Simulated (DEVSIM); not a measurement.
System: TaN/SiO2/p-Ge capacitor, at 300 K.

```csv
layer (left to right),material,thickness (nm),Na (cm⁻³)
1,SiO2,2.90,-
2,Ge,3300,3.3e16
```

Metal gate on the left, work function 4.4 eV. Fixed charge at the semiconductor interface 7.8e10 cm⁻² (in units of +e); no interface traps.

Constants are typed, rounded textbook-type inputs, not results; the design itself was drawn at random and stands for no fabricated device. Values at 300 K.

```
parameter      SiO2       Ge
-------------  ----  -------
gap (eV)          9    0.664
affinity (eV)   0.9        4
permittivity    3.9       16
Nc (cm⁻³)         -  1.04e19
Nv (cm⁻³)         -     6e18
```

DEVSIM, 1D Poisson equation in equilibrium, Boltzmann statistics, complete ionisation; no quantum confinement or tunnelling. Metal contacts follow the ideal Schottky-Mott rule: no Fermi-level pinning, no interface dipoles.

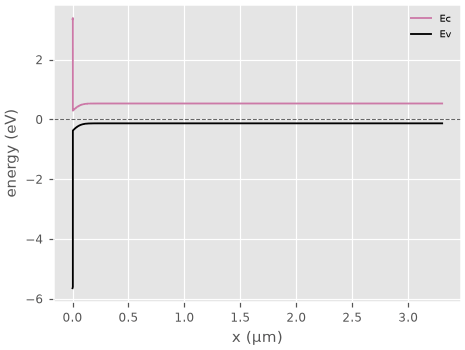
Band edges at 0.15 V on the gate

Energies count from the Fermi level of the right contact; mesh points crowd at the junctions.

| x (μm) | Ec (eV) | Ev (eV) | n (cm⁻³) | p (cm⁻³) | field (V/cm) |
|---|---|---|---|---|---|
| 0.000 | 3.350 | -5.650 | < 1e2 | < 1e2 | 130000 |
| 0.0009372 | 3.362 | -5.638 | < 1e2 | < 1e2 | 130000 |
| 0.001921 | 3.375 | -5.625 | < 1e2 | < 1e2 | 130000 |
| 0.002863 | 3.387 | -5.613 | < 1e2 | < 1e2 | 100000 |
| 0.004637 | 0.294 | -0.370 | 1.2e14 | 3.7e12 | 40000 |
| 0.007844 | 0.307 | -0.357 | 7.4e13 | 5.9e12 | 38000 |
| 0.01460 | 0.332 | -0.332 | 2.8e13 | 1.6e13 | 36000 |
| 0.03495 | 0.397 | -0.267 | 2.2e12 | 2.0e14 | 28000 |
| 0.07173 | 0.476 | -0.188 | 1.0e11 | 4.2e15 | 15000 |
| 0.1443 | 0.525 | -0.139 | 1.6e10 | 2.8e16 | 1700 |
| 0.3021 | 0.529 | -0.135 | 1.3e10 | 3.3e16 | ≈ 0 |
| 0.8040 | 0.529 | -0.135 | 1.3e10 | 3.3e16 | ≈ 0 |
| 1.636 | 0.529 | -0.135 | 1.3e10 | 3.3e16 | ≈ 0 |
| 2.493 | 0.529 | -0.135 | 1.3e10 | 3.3e16 | ≈ 0 |
| 3.001 | 0.529 | -0.135 | 1.3e10 | 3.3e16 | ≈ 0 |
| 3.155 | 0.529 | -0.135 | 1.3e10 | 3.3e16 | ≈ 0 |
| 3.233 | 0.529 | -0.135 | 1.3e10 | 3.3e16 | ≈ 0 |
| 3.269 | 0.529 | -0.135 | 1.3e10 | 3.3e16 | ≈ 0 |
| 3.291 | 0.529 | -0.135 | 1.3e10 | 3.3e16 | ≈ 0 |
| 3.298 | 0.529 | -0.135 | 1.3e10 | 3.3e16 | ≈ 0 |
| 3.301 | 0.529 | -0.135 | 1.3e10 | 3.3e16 | ≈ 0 |
| 3.303 | 0.529 | -0.135 | 1.3e10 | 3.3e16 | ≈ 0 |
